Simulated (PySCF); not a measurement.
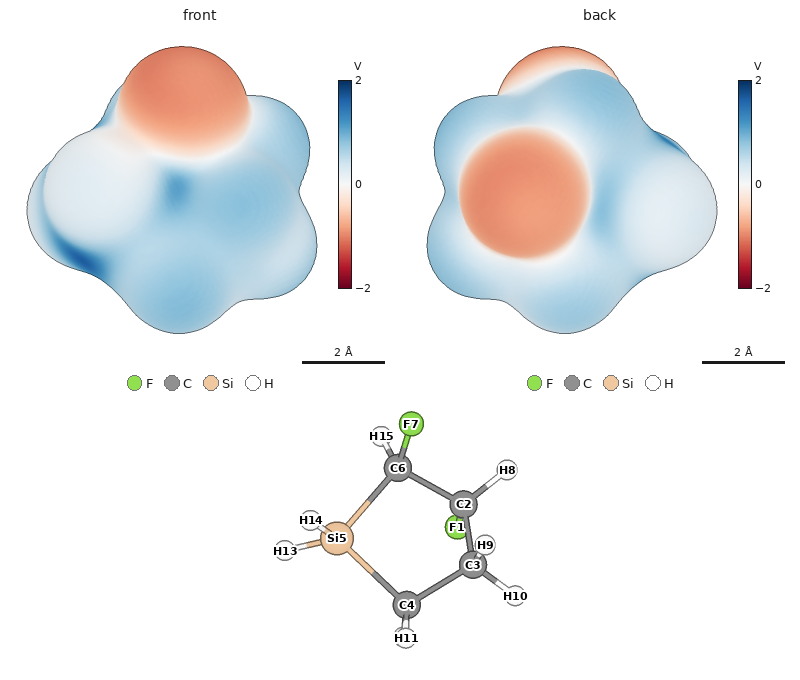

*C$_{4}$H$_{8}$F$_{2}$Si. The electrostatic potential painted on the density surface at 0.002 e/bohr³, seen from the front and from behind; the colour scale runs from red (negative) to blue (positive). The bare structure is drawn below in the same view.*

Geometry: GFN2-xTB.

These are results of CAM-B3LYP/def2-SVPD, SCF density, gas phase (PySCF), not measurements.

The calculation's input:

```
{"job": {"kind": "uv", "xc": "CAM-B3LYP", "basis": "def2-SVPD", "nstates": 8, "ntriplets": 3}, "charge": 0, "multiplicity": 1}
F     -0.481061    -0.033755     2.049044
C     -0.994980     0.195188     0.785767
C     -0.783266    -1.040950    -0.078614
C      0.717624    -1.192257    -0.351007
Si     1.360293     0.586542    -0.591217
C     -0.226799     1.368336     0.177565
F     -1.015072     1.937913    -0.811735
H     -2.057112     0.433235     0.922429
H     -1.325230    -0.885980    -1.012557
H     -1.193239    -1.921257     0.418701
H      0.886332    -1.853964    -1.198241
H      1.194611    -1.653440     0.514653
H      2.538446     0.910271     0.209905
H      1.453805     1.010238    -1.985799
H     -0.078766     2.147870     0.929192
```

Run with:

```sh
OMP_NUM_THREADS=1 python probes_run.py task.json out
```

Question: Where is the surface potential most negative and most positive?

Answer: The most negative region (about −1.0 V, or −23 kcal/mol for a unit charge) lies over F7, the most positive (about +1.5 V, or +35 kcal/mol for a unit charge) over Si5.

Question: What dipole moment does the calculation give?

Answer: Its dipole moment is 1.40 D.
